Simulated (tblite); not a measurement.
# Geometry relaxation, with input and output: C$_{2}$H$_{8}$O$_{3}$Si$_{3}$ (part 1 of 4)

C$_{2}$H$_{8}$O$_{3}$Si$_{3}$, computed with GFN2-xTB geometry optimisation, gas phase (tblite 0.8.0).

It belongs to a series of runs on one base structure; here: constitutional isomer.

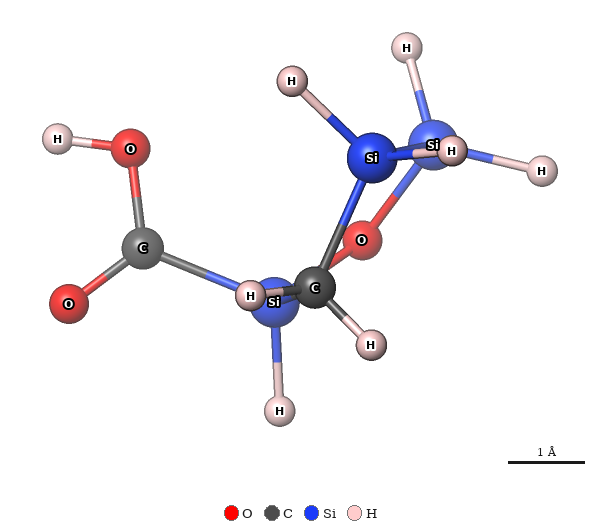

Figure 1. The input geometry (ball-and-stick view, seen at a tilt). Bond lengths as drawn: C–H 1.10 Å, C–O 1.23 to 1.36 Å, C–Si 1.88 to 1.90 Å, H–O 0.98 Å, H–Si 1.48 to 1.50 Å, O–Si 1.69 to 1.72 Å and Si–Si 2.36 Å.

## The input
```
{"job": {"kind": "relax", "xc": "GFN2-xTB", "basis": "xTB"}, "charge": 0, "multiplicity": 1}
O      3.068100    -0.961400    -0.781300
C      2.152900    -0.553700    -0.070100
O      2.406500     0.339300     0.924500
Si     0.381800    -1.181900    -0.352400
C     -0.537000     0.029300    -1.500000
Si    -1.241000     1.307100    -0.312000
Si    -1.542600    -0.014300     1.615500
O     -0.526100    -1.262700     1.100900
H      3.369600     0.500900     0.882800
H      0.351900    -2.537500    -0.969900
H      0.140500     0.467400    -2.245000
H     -1.345300    -0.503100    -2.021500
H     -0.231500     2.374900    -0.059000
H     -2.500200     1.891100    -0.825400
H     -2.940600    -0.505900     1.738500
H     -1.014700     0.619400     2.863100
```

The first line tells a small driver script what to run in tblite; the rest is the geometry in Å.

Launch command:
```bash
OMP_NUM_THREADS=1 python <driver script> task.json out
```

## What the program printed
```
step      E/eV     max force
  0    -702.34724    1.776
  1    -702.46831    1.715
  2    -702.54159    1.003
  3    -702.57900    0.509
  4    -702.62469    0.416
  5    -702.64490    0.438
  6    -702.67576    0.352
  7    -702.69637    0.340
  8    -702.71793    0.411
  9    -702.73335    0.376
 10    -702.74255    0.179
 11    -702.74669    0.154
 12    -702.75033    0.146
 13    -702.75484    0.208
 14    -702.75943    0.177
 15    -702.76307    0.134
 16    -702.76519    0.093
 17    -702.76641    0.082
 18    -702.76740    0.067
 19    -702.76832    0.084
 20    -702.76923    0.075
 21    -702.77015    0.097
 22    -702.77103    0.096
 23    -702.77178    0.062
 24    -702.77239    0.061
 25    -702.77290    0.061
 26    -702.77350    0.072
 27    -702.77437    0.084
 28    -702.77542    0.087
 29    -702.77632    0.067
 30    -702.77685    0.051
 31    -702.77720    0.053
 32    -702.77759    0.057
 33    -702.77813    0.070
 34    -702.77870    0.064
 35    -702.77919    0.063
 36    -702.77971    0.073
 37    -702.78048    0.074
 38    -702.78167    0.105
 39    -702.78308    0.109
 40    -702.78417    0.063
 41    -702.78477    0.047
 42    -702.78521    0.050
 43    -702.78583    0.073
 44    -702.78681    0.092
 45    -702.78812    0.132
 46    -702.78955    0.113
 47    -702.79073    0.233
 48    -702.79200    0.088
 49    -702.79289    0.079
 50    -702.79384    0.105
 51    -702.79434    0.055
 52    -702.79493    0.095
 53    -702.79514    0.142
 54    -702.79540    0.044
 55    -702.79557    0.041
 56    -702.79593    0.039
 57    -702.79620    0.045
 58    -702.79639    0.031
 59    -702.79647    0.026
 60    -702.79652    0.025
 61    -702.79658    0.020
 62    -702.79665    0.019
 63    -702.79671    0.020
 64    -702.79675    0.021
 65    -702.79678    0.017
 66    -702.79681    0.015
 67    -702.79683    0.011
 68    -702.79684    0.008
```

## Trajectory as extended XYZ (Å, eV, eV/Å), 50 of the 69 frames kept, from step=0 to step=68
```
16
Properties=species:S:1:pos:R:3:forces:R:3 step=0 energy=-702.34724
O     3.0681   -0.9614   -0.7813   -1.1160   0.6190   0.9090
C     2.1529   -0.5537   -0.0701    1.3160  -0.2280  -0.1720
O     2.4065    0.3393    0.9245    0.0610  -0.7570  -0.9890
Si    0.3818   -1.1819   -0.3524   -1.2580  -0.8720   0.9000
C    -0.5370    0.0293   -1.5000    0.3440  -0.2100  -0.2760
Si   -1.2410    1.3071   -0.3120   -0.5100   0.6350   0.9500
Si   -1.5426   -0.0143    1.6155    0.2820   0.2510  -0.5350
O    -0.5261   -1.2627    1.1009    0.5220   0.7700  -1.2030
H     3.3696    0.5009    0.8828   -0.1880   0.1860   0.2500
H     0.3519   -2.5375   -0.9699    0.1530   0.4200   0.4910
H     0.1405    0.4674   -2.2450   -0.3170  -0.2120   0.1040
H    -1.3453   -0.5031   -2.0215    0.3640   0.2170   0.0870
H    -0.2315    2.3749   -0.0590   -0.2570  -0.1550  -0.2360
H    -2.5002    1.8911   -0.8254    0.2440   0.0400  -0.0810
H    -2.9406   -0.5059    1.7385    0.5240  -0.1630   0.1640
H    -1.0147    0.6194    2.8631   -0.1640  -0.5420  -0.3630
16
Properties=species:S:1:pos:R:3:forces:R:3 step=1 energy=-702.46831
O     3.0522   -0.9526   -0.7683    1.1540  -0.4110  -0.8710
C     2.1717   -0.5570   -0.0726   -1.4850   0.0560   0.8570
O     2.4074    0.3285    0.9104    0.0690  -0.2100  -0.3090
Si    0.3638   -1.1944   -0.3396   -0.4090  -0.3150   0.4580
C    -0.5320    0.0263   -1.5040    0.0960  -0.0210   0.2970
Si   -1.2483    1.3162   -0.2984   -0.2490   0.2450   0.4860
Si   -1.5386   -0.0107    1.6079    0.1770   0.2340  -0.4260
O    -0.5186   -1.2517    1.0837    0.1850   0.6440  -0.6590
H     3.3669    0.5036    0.8863   -0.0800   0.2150   0.2360
H     0.3541   -2.5315   -0.9629    0.1070   0.1910   0.4080
H     0.1359    0.4644   -2.2435   -0.1250  -0.1170  -0.0370
H    -1.3401   -0.5000   -2.0202    0.2230   0.1470   0.0000
H    -0.2352    2.3727   -0.0623   -0.1890  -0.0570  -0.1860
H    -2.4967    1.8917   -0.8266    0.1320   0.0910  -0.0900
H    -2.9331   -0.5083    1.7409    0.5150  -0.1760   0.1440
H    -1.0170    0.6116    2.8579   -0.1190  -0.5170  -0.3090
16
Properties=species:S:1:pos:R:3:forces:R:3 step=3 energy=-702.57900
O     3.0590   -0.9532   -0.7745   -0.1460  -0.0890  -0.0730
C     2.1553   -0.5703   -0.0657    0.0300  -0.3580  -0.1720
O     2.4073    0.3190    0.8975   -0.2130   0.0170   0.1220
Si    0.3455   -1.2097   -0.3249    0.3300   0.1870  -0.3400
C    -0.5271    0.0255   -1.4921   -0.0480   0.1810   0.3550
Si   -1.2599    1.3282   -0.2772   -0.0100   0.0050  -0.1200
Si   -1.5315    0.0000    1.5894   -0.0600   0.1850  -0.1320
O    -0.5126   -1.2227    1.0587   -0.2230   0.3160   0.2210
H     3.3635    0.5123    0.8956   -0.0820   0.0960   0.0580
H     0.3591   -2.5236   -0.9443    0.0540  -0.1920   0.2490
H     0.1298    0.4588   -2.2442   -0.0420  -0.0690   0.0570
H    -1.3298   -0.4932   -2.0197    0.0940   0.0910   0.0270
H    -0.2436    2.3705   -0.0707   -0.0690   0.0970  -0.1080
H    -2.4909    1.8960   -0.8308   -0.0070   0.1390  -0.1020
H    -2.9095   -0.5166    1.7474    0.4030  -0.2060   0.0990
H    -1.0221    0.5880    2.8442   -0.0090  -0.3990  -0.1430
16
Properties=species:S:1:pos:R:3:forces:R:3 step=4 energy=-702.62469
O     3.0561   -0.9564   -0.7795   -0.1070  -0.1840  -0.1190
C     2.1488   -0.5913   -0.0698    0.3470   0.1630   0.1610
O     2.3992    0.3152    0.8958   -0.1120  -0.1990  -0.0810
Si    0.3486   -1.2106   -0.3304    0.1030   0.2150  -0.0310
C    -0.5264    0.0318   -1.4724   -0.0300   0.1480  -0.1570
Si   -1.2661    1.3344   -0.2708   -0.0110   0.1560  -0.2860
Si   -1.5301    0.0123    1.5750   -0.1490   0.1330   0.0380
O    -0.5181   -1.1960    1.0543    0.0650  -0.0010   0.0310
H     3.3588    0.5204    0.9024   -0.3390  -0.0040  -0.0080
H     0.3637   -2.5267   -0.9254    0.0260  -0.3300   0.1620
H     0.1252    0.4534   -2.2425   -0.0530  -0.0250   0.2060
H    -1.3212   -0.4863   -2.0186    0.0630   0.0910   0.1460
H    -0.2504    2.3730   -0.0790   -0.0080   0.1640  -0.0760
H    -2.4881    1.9033   -0.8368   -0.0510   0.1400  -0.1170
H    -2.8823   -0.5285    1.7545    0.1710  -0.2400   0.0730
H    -1.0251    0.5609    2.8318    0.0850  -0.2290   0.0590
16
Properties=species:S:1:pos:R:3:forces:R:3 step=6 energy=-702.67576
O     3.0496   -0.9725   -0.7942    0.1270  -0.1340  -0.0520
C     2.1561   -0.6110   -0.0689    0.0480   0.2030   0.0490
O     2.3831    0.3002    0.8922   -0.0630  -0.1880  -0.0510
Si    0.3560   -1.2022   -0.3353   -0.0910  -0.0960   0.1350
C    -0.5275    0.0473   -1.4564    0.0380  -0.0120  -0.2300
Si   -1.2753    1.3542   -0.2807    0.0020   0.2080  -0.2370
Si   -1.5359    0.0358    1.5578    0.0100  -0.0080   0.0340
O    -0.5175   -1.1628    1.0467    0.2070  -0.1470  -0.0800
H     3.3325    0.5312    0.9111   -0.1660   0.0140  -0.0090
H     0.3710   -2.5486   -0.8891   -0.0120  -0.0760   0.1820
H     0.1190    0.4477   -2.2300    0.1490   0.1740   0.0270
H    -1.3083   -0.4729   -2.0081   -0.1560  -0.0330   0.0940
H    -0.2594    2.3879   -0.0948    0.0470   0.2300  -0.0470
H    -2.4888    1.9226   -0.8528   -0.1340   0.1610  -0.1530
H    -2.8401   -0.5609    1.7685   -0.1880  -0.2930   0.0490
H    -1.0221    0.5130    2.8227    0.1800  -0.0050   0.2880
16
Properties=species:S:1:pos:R:3:forces:R:3 step=7 energy=-702.69637
O     3.0484   -0.9828   -0.8015    0.1740  -0.0370   0.0530
C     2.1616   -0.6165   -0.0693   -0.1370   0.0320  -0.1390
O     2.3741    0.2902    0.8910   -0.0300  -0.1060   0.0040
Si    0.3589   -1.1994   -0.3359   -0.1130  -0.2010   0.1010
C    -0.5276    0.0544   -1.4538    0.0720  -0.0850  -0.1410
Si   -1.2789    1.3674   -0.2919    0.0070   0.1560  -0.1190
Si   -1.5389    0.0462    1.5512    0.0810  -0.0770   0.0450
O    -0.5132   -1.1516    1.0429    0.1500  -0.1040  -0.0380
H     3.3166    0.5363    0.9146   -0.0280   0.0430   0.0130
H     0.3740   -2.5612   -0.8687   -0.0270   0.0570   0.1850
H     0.1199    0.4493   -2.2237    0.2160   0.2250  -0.0870
H    -1.3063   -0.4676   -2.0012   -0.2170  -0.0730   0.0330
H    -0.2622    2.4002   -0.1029    0.0430   0.2310  -0.0440
H    -2.4924    1.9351   -0.8637   -0.1390   0.1580  -0.1560
H    -2.8252   -0.5824    1.7759   -0.2170  -0.2610   0.0240
H    -1.0164    0.4912    2.8254    0.1660   0.0400   0.2650
16
Properties=species:S:1:pos:R:3:forces:R:3 step=8 energy=-702.71793
O     3.0498   -0.9947   -0.8077    0.1800   0.0720   0.1550
C     2.1658   -0.6223   -0.0734   -0.2560  -0.1470  -0.2860
O     2.3636    0.2774    0.8900    0.0030  -0.0140   0.0350
Si    0.3609   -1.1994   -0.3356   -0.1110  -0.2210   0.0080
C    -0.5264    0.0608   -1.4539    0.0880  -0.1210  -0.0440
Si   -1.2824    1.3846   -0.3072    0.0090   0.0560   0.0340
Si   -1.5409    0.0560    1.5457    0.1020  -0.1440   0.0980
O    -0.5062   -1.1417    1.0395    0.0400  -0.0270   0.0500
H     3.2984    0.5426    0.9186    0.0830   0.0550   0.0350
H     0.3766   -2.5745   -0.8427   -0.0420   0.1350   0.1600
H     0.1253    0.4556   -2.2184    0.2070   0.2060  -0.1580
H    -1.3085   -0.4632   -1.9929   -0.1990  -0.0700  -0.0290
H    -0.2643    2.4187   -0.1127    0.0080   0.2000  -0.0500
H    -2.4994    1.9522   -0.8789   -0.0930   0.1300  -0.1350
H    -2.8129   -0.6113    1.7844   -0.1260  -0.1650  -0.0190
H    -1.0068    0.4680    2.8336    0.1070   0.0530   0.1450
16
Properties=species:S:1:pos:R:3:forces:R:3 step=10 energy=-702.74255
O     3.0596   -1.0036   -0.8063    0.0900   0.0950   0.1220
C     2.1625   -0.6309   -0.0884   -0.0630  -0.1030  -0.1140
O     2.3524    0.2615    0.8883   -0.0220   0.0290  -0.0370
Si    0.3573   -1.2071   -0.3360   -0.0780   0.0040  -0.0810
C    -0.5211    0.0624   -1.4602    0.0210  -0.0140   0.0070
Si   -1.2850    1.4042   -0.3224   -0.0010  -0.0870   0.1570
Si   -1.5398    0.0577    1.5484    0.0390  -0.1110   0.1150
O    -0.4970   -1.1354    1.0406   -0.0400   0.0160   0.1000
H     3.2813    0.5502    0.9235    0.0370  -0.0260   0.0130
H     0.3764   -2.5849   -0.8090   -0.0630  -0.0070   0.0680
H     0.1397    0.4714   -2.2187    0.0090   0.0190  -0.0700
H    -1.3196   -0.4612   -1.9851    0.0040   0.0400  -0.0630
H    -0.2664    2.4488   -0.1254   -0.0890   0.0890  -0.0680
H    -2.5104    1.9763   -0.9013    0.0790   0.0340  -0.0500
H    -2.8062   -0.6487    1.7912    0.0710  -0.0080  -0.0630
H    -0.9912    0.4480    2.8494    0.0080   0.0290  -0.0380
16
Properties=species:S:1:pos:R:3:forces:R:3 step=11 energy=-702.74669
O     3.0641   -1.0022   -0.8027    0.0570   0.0460   0.0580
C     2.1598   -0.6332   -0.0928    0.0390  -0.0160  -0.0030
O     2.3509    0.2598    0.8868   -0.0460   0.0280  -0.0490
Si    0.3539   -1.2091   -0.3372   -0.0440   0.0670  -0.0540
C    -0.5194    0.0614   -1.4623   -0.0150   0.0420  -0.0040
Si   -1.2852    1.4047   -0.3205   -0.0070  -0.0830   0.1290
Si   -1.5382    0.0542    1.5523    0.0120  -0.0540   0.0790
O    -0.4961   -1.1356    1.0430   -0.0040  -0.0150   0.0600
H     3.2806    0.5504    0.9243   -0.0240  -0.0630  -0.0070
H     0.3746   -2.5854   -0.8036   -0.0690  -0.0740   0.0460
H     0.1426    0.4748   -2.2210   -0.0480  -0.0300  -0.0160
H    -1.3221   -0.4606   -1.9857    0.0520   0.0700  -0.0580
H    -0.2684    2.4551   -0.1283   -0.1100   0.0540  -0.0670
H    -2.5104    1.9802   -0.9054    0.1220   0.0040  -0.0230
H    -2.8056   -0.6535    1.7902    0.0810   0.0000  -0.0570
H    -0.9885    0.4478    2.8516    0.0030   0.0250  -0.0350
16
Properties=species:S:1:pos:R:3:forces:R:3 step=12 energy=-702.75033
O     3.0690   -1.0002   -0.7989    0.0320  -0.0070   0.0000
C     2.1580   -0.6357   -0.0964    0.1000   0.0610   0.0770
O     2.3486    0.2589    0.8845   -0.0630   0.0290  -0.0450
Si    0.3502   -1.2097   -0.3390    0.0050   0.0720  -0.0170
C    -0.5184    0.0616   -1.4637   -0.0440   0.0800  -0.0100
Si   -1.2856    1.4038   -0.3162   -0.0080  -0.0520   0.0770
Si   -1.5366    0.0506    1.5566    0.0000  -0.0050   0.0340
O    -0.4953   -1.1354    1.0457    0.0420  -0.0490   0.0090
H     3.2794    0.5495    0.9249   -0.0730  -0.0880  -0.0220
H     0.3718   -2.5873   -0.7978   -0.0740  -0.0980   0.0350
H     0.1439    0.4769   -2.2231   -0.0750  -0.0500   0.0250
H    -1.3229   -0.4586   -1.9874    0.0660   0.0810  -0.0530
H    -0.2725    2.4613   -0.1323   -0.1200   0.0240  -0.0590
H    -2.5078    1.9835   -0.9094    0.1440  -0.0220   0.0010
H    -2.8030   -0.6577    1.7884    0.0590  -0.0070  -0.0450
H    -0.9864    0.4476    2.8526    0.0090   0.0300  -0.0060
16
Properties=species:S:1:pos:R:3:forces:R:3 step=14 energy=-702.75943
O     3.0837   -0.9980   -0.7903   -0.0190  -0.0810  -0.0520
C     2.1584   -0.6416   -0.1032    0.0790   0.1200   0.1030
O     2.3366    0.2577    0.8768   -0.0680   0.0340  -0.0080
Si    0.3432   -1.2085   -0.3449    0.1160  -0.0270   0.0440
C    -0.5186    0.0682   -1.4649   -0.0500   0.0530   0.0200
Si   -1.2881    1.4015   -0.3023    0.0080   0.0420  -0.0590
Si   -1.5319    0.0434    1.5669    0.0410   0.0360  -0.0670
O    -0.4895   -1.1349    1.0515    0.1080  -0.0680  -0.0880
H     3.2690    0.5428    0.9264   -0.0920  -0.0750  -0.0190
H     0.3600   -2.5989   -0.7751   -0.0810  -0.0280   0.0250
H     0.1432    0.4801   -2.2266   -0.0600  -0.0100   0.0660
H    -1.3210   -0.4472   -1.9944    0.0160   0.0620  -0.0430
H    -0.2917    2.4812   -0.1479   -0.0960  -0.0240  -0.0120
H    -2.4924    1.9931   -0.9216    0.1040  -0.0610   0.0350
H    -2.7897   -0.6742    1.7827   -0.0300  -0.0280  -0.0120
H    -0.9789    0.4441    2.8555    0.0240   0.0530   0.0670
16
Properties=species:S:1:pos:R:3:forces:R:3 step=15 energy=-702.76307
O     3.0895   -0.9989   -0.7875   -0.0300  -0.0670  -0.0220
C     2.1607   -0.6425   -0.1047    0.0020   0.0650   0.0380
O     2.3292    0.2582    0.8736   -0.0470   0.0330   0.0040
Si    0.3434   -1.2082   -0.3472    0.1150  -0.0620   0.0300
C    -0.5200    0.0727   -1.4644   -0.0150  -0.0140   0.0410
Si   -1.2891    1.4015   -0.2977    0.0240   0.0470  -0.0800
Si   -1.5288    0.0412    1.5700    0.0710   0.0110  -0.0770
O    -0.4846   -1.1356    1.0525    0.0910  -0.0310  -0.0830
H     3.2618    0.5382    0.9268   -0.0480  -0.0320   0.0060
H     0.3527   -2.6053   -0.7635   -0.0730   0.0220   0.0180
H     0.1415    0.4814   -2.2266   -0.0260   0.0300   0.0600
H    -1.3196   -0.4402   -1.9986   -0.0210   0.0400  -0.0310
H    -0.3030    2.4901   -0.1557   -0.0570  -0.0170   0.0130
H    -2.4829    1.9964   -0.9267    0.0380  -0.0560   0.0270
H    -2.7834   -0.6830    1.7800   -0.0400  -0.0200  -0.0040
H    -0.9748    0.4430    2.8583    0.0170   0.0510   0.0600
16
Properties=species:S:1:pos:R:3:forces:R:3 step=17 energy=-702.76641
O     3.0922   -1.0020   -0.7850   -0.0240  -0.0150   0.0360
C     2.1624   -0.6407   -0.1051   -0.0560  -0.0310  -0.0410
O     2.3216    0.2607    0.8713   -0.0070   0.0220  -0.0070
Si    0.3486   -1.2101   -0.3488    0.0180  -0.0290  -0.0300
C    -0.5214    0.0746   -1.4624    0.0310  -0.0720   0.0230
Si   -1.2881    1.4022   -0.2975    0.0280  -0.0180  -0.0230
Si   -1.5230    0.0389    1.5699    0.0580  -0.0230  -0.0230
O    -0.4770   -1.1381    1.0507    0.0340   0.0250  -0.0090
H     3.2547    0.5332    0.9274    0.0110   0.0250   0.0390
H     0.3431   -2.6094   -0.7548   -0.0480   0.0160  -0.0040
H     0.1391    0.4841   -2.2236    0.0110   0.0520   0.0410
H    -1.3198   -0.4330   -2.0034   -0.0280   0.0150  -0.0010
H    -0.3140    2.4965   -0.1606    0.0080   0.0250   0.0290
H    -2.4744    1.9960   -0.9293   -0.0520  -0.0290  -0.0050
H    -2.7804   -0.6896    1.7772    0.0270   0.0170  -0.0090
H    -0.9712    0.4456    2.8626   -0.0100   0.0200  -0.0150
16
Properties=species:S:1:pos:R:3:forces:R:3 step=18 energy=-702.76740
O     3.0921   -1.0034   -0.7836   -0.0140  -0.0060   0.0380
C     2.1616   -0.6399   -0.1057   -0.0330  -0.0350  -0.0320
O     2.3196    0.2622    0.8705    0.0020   0.0130  -0.0190
Si    0.3510   -1.2116   -0.3496   -0.0300  -0.0050  -0.0430
C    -0.5210    0.0729   -1.4616    0.0270  -0.0490  -0.0030
Si   -1.2868    1.4019   -0.2986    0.0160  -0.0350   0.0050
Si   -1.5197    0.0375    1.5691    0.0300  -0.0160   0.0030
O    -0.4737   -1.1390    1.0497    0.0190   0.0280   0.0230
H     3.2533    0.5321    0.9285    0.0090   0.0300   0.0410
H     0.3390   -2.6097   -0.7535   -0.0370  -0.0140  -0.0160
H     0.1386    0.4863   -2.2215    0.0170   0.0420   0.0340
H    -1.3208   -0.4308   -2.0048   -0.0120   0.0070   0.0100
H    -0.3165    2.4983   -0.1605    0.0210   0.0330   0.0270
H    -2.4736    1.9944   -0.9296   -0.0590  -0.0270  -0.0100
H    -2.7800   -0.6902    1.7760    0.0590   0.0300  -0.0130
H    -0.9706    0.4479    2.8638   -0.0170   0.0040  -0.0440
16
Properties=species:S:1:pos:R:3:forces:R:3 step=19 energy=-702.76832
O     3.0920   -1.0050   -0.7814    0.0000  -0.0100   0.0260
C     2.1602   -0.6397   -0.1067    0.0020  -0.0200  -0.0070
O     2.3175    0.2638    0.8692    0.0040   0.0050  -0.0270
Si    0.3524   -1.2132   -0.3512   -0.0600   0.0090  -0.0390
C    -0.5202    0.0705   -1.4609    0.0090  -0.0040  -0.0270
Si   -1.2854    1.4010   -0.2993    0.0000  -0.0300   0.0220
Si   -1.5158    0.0359    1.5685    0.0020   0.0030   0.0170
O    -0.4699   -1.1393    1.0490    0.0150   0.0190   0.0440
H     3.2518    0.5316    0.9303   -0.0040   0.0270   0.0350
H     0.3341   -2.6104   -0.7522   -0.0270  -0.0440  -0.0280
H     0.1385    0.4893   -2.2188    0.0220   0.0260   0.0240
H    -1.3220   -0.4284   -2.0061    0.0040  -0.0020   0.0140
H    -0.3189    2.5009   -0.1602    0.0230   0.0260   0.0230
H    -2.4736    1.9923   -0.9302   -0.0500  -0.0330  -0.0070
H    -2.7782   -0.6904    1.7745    0.0760   0.0330  -0.0150
H    -0.9702    0.4501    2.8641   -0.0160  -0.0060  -0.0560
```
